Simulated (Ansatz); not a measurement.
Computed with PBE (plane waves to 420 eV, PAW; Ansatz, a first-principles code).

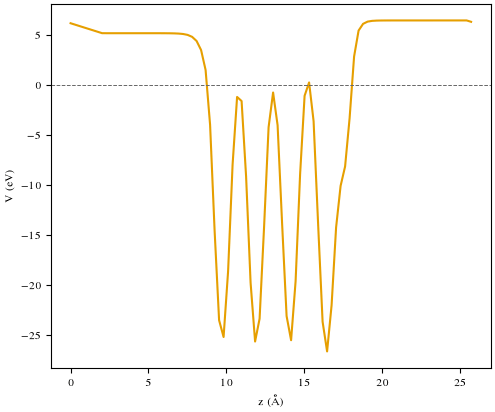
Figure. Planar average of the electrostatic potential across the slab, in eV from the Fermi level, for O on the 1x1 (111) surface of fcc Rh, one in a 1x1 cell, started at the site 'hollow Rh-Rh-Rh over Rh at depth 4.4 Å'

Set-up: 5 atoms, 6.5 Å thick at the start under the adsorbate (thin: gaps and levels are the slab's own); mesh 12x12x1; 0.1 eV smearing; dipole correction on; 2 atoms held, the rest relaxed; symmetry of the start imposed; no spin, no spin-orbit, no U, no dispersion correction. At the end it is bonded to 3 Rh. In PBE it is, or lies within 0.03 eV of, the lowest of the starts that converged.

**Question.** The surface cell has an area of 6.35 Å². What dipole along the normal does the step between the two vacuum levels imply?

**Answer.** the top vacuum level lies 1.28 eV above the bottom one; p = −ε₀ A ΔV (ε₀ = 0.005526 e/(V·Å)) gives -0.04 e·Å a cell.
